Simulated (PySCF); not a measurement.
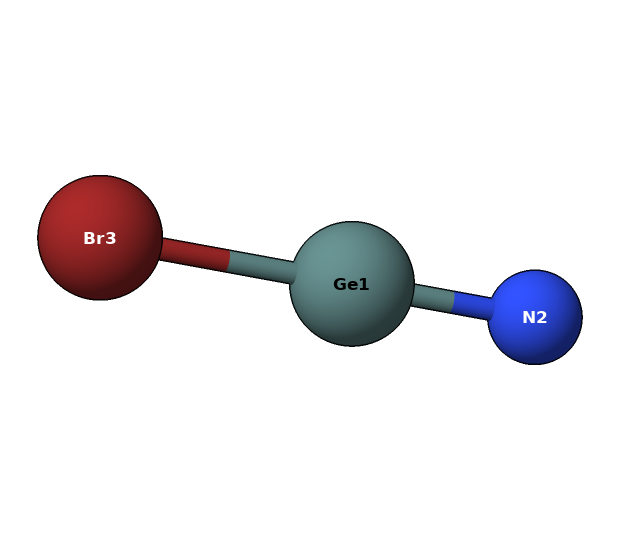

Every bond is drawn as one stick. The geometry was computed by an optimisation with PBE0/def2-TZVP. Computed with PBE0/def2-TZVP (PySCF 2.14.0).

List the Mayer bond orders of Ge1–N2, Ge1–Br3.

| bond | Mayer order | length (Å) |
| --- | --- | --- |
| Ge1–N2 | 2.77 | 1.637 |
| Ge1–Br3 | 1.13 | 2.253 |
